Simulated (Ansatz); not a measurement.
## Electronic structure of Si$_{3}$ in real space

Input file:

```
crystal:
  periodic: [false, false, false]
  atoms:
    - {symbol: Si, position_ang: [0.526629, 0.972474, 1.142376]}
    - {symbol: Si, position_ang: [-1.338578, 0.036753, 0.533424]}
    - {symbol: Si, position_ang: [1.294180, -0.409607, -0.349640]}
basis:
  gaussian:
    orbitals: def2-TZVPD
output: {forces: true, orbitals: {seedname: orbitals}}
hamiltonian:
  xc: pbe0
```

Launched as:

```sh
ansatz run input.yaml --threads 2 --pin off --max-ram 4350MiB --events-out events.jsonl --progress --plain --runs-dir runs
```

Geometry: r2SCAN-D4/def2-TZVP.

The calculation used isolated molecule in a Gaussian basis; Kohn-Sham density functional theory, functional PBE0 in Ansatz.

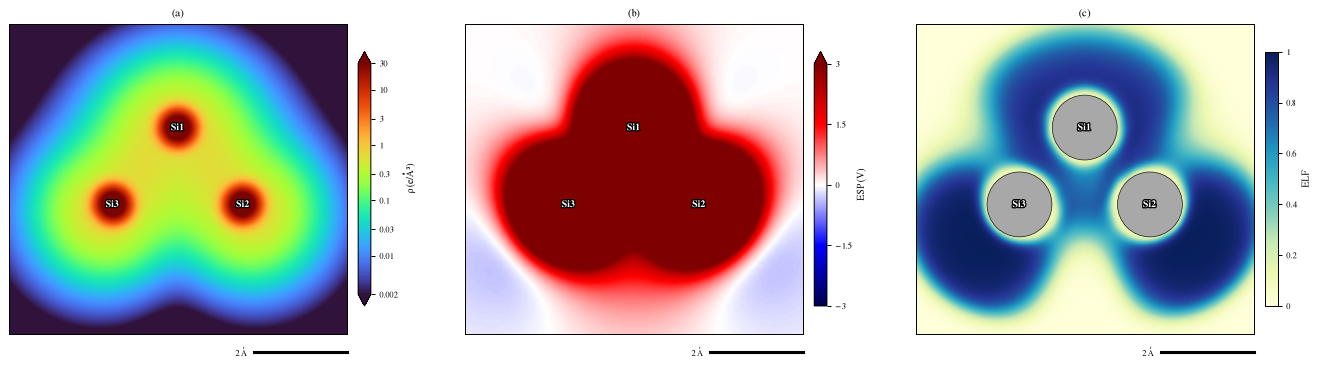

Figure 1. (a) electron density; (b) molecular electrostatic potential; (c) ELF on the molecular plane. Grey discs cover the atomic cores in the ELF map.

### What does the map show?

- The section cuts through Si sites.
- Si–Si (2.17 Å): ρ at the midpoint is about 0.63 e/Å³; the ELF peaks at about 0.80 between the atoms, as expected for a shared electron pair.
- The ELF also peaks beside Si3, Si2 and Si1, away from the bonds: lone-pair regions.
- Outside the dense part of the molecule the potential is most negative (−0.4 V) near Si2 and Si3.

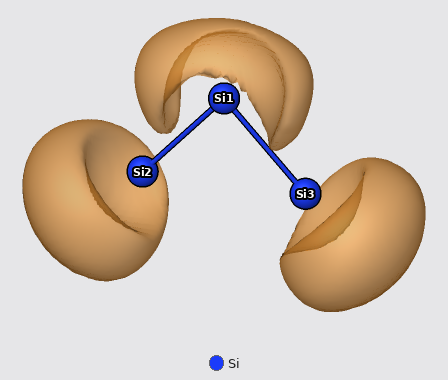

Figure 2. Isosurface of the ELF at 0.85 (orange), seen at a tilt. Core shells and regions of very low density are left out.

### Identify the bonds, lone pairs and shells in this picture.

The ELF exceeds this value in two lobes on Si, pointing away from the bonds (lone pairs) and one region wrapped around Si (its valence shell).

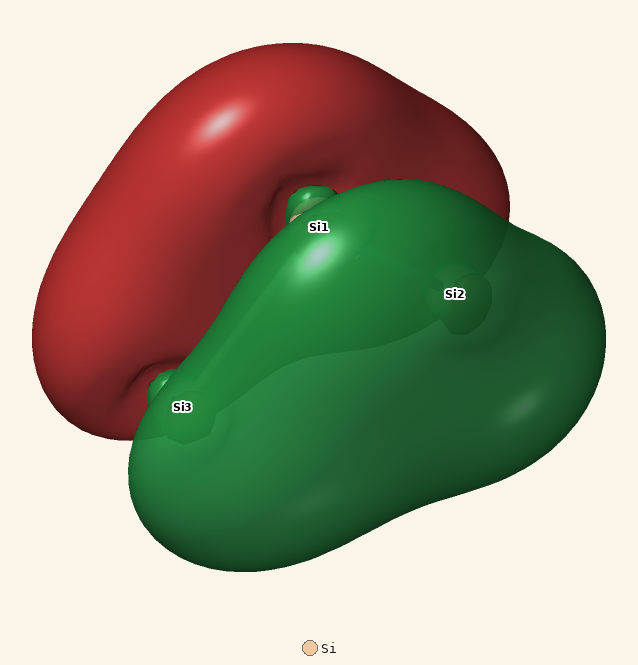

Figure 3. The HOMO−1 at ±0.08 Å⁻³ᐟ² (green and red are the two phases), seen at an oblique angle.

### Describe this orbital and give its energy.

Its weight (Hirshfeld) is mainly on Si1 (about 40 %), Si2 (about 30 %) and Si3 (about 30 %); it changes sign across the molecular plane (π type); π-bonding across Si1–Si2 and Si1–Si3. Its energy is −6.78 eV.
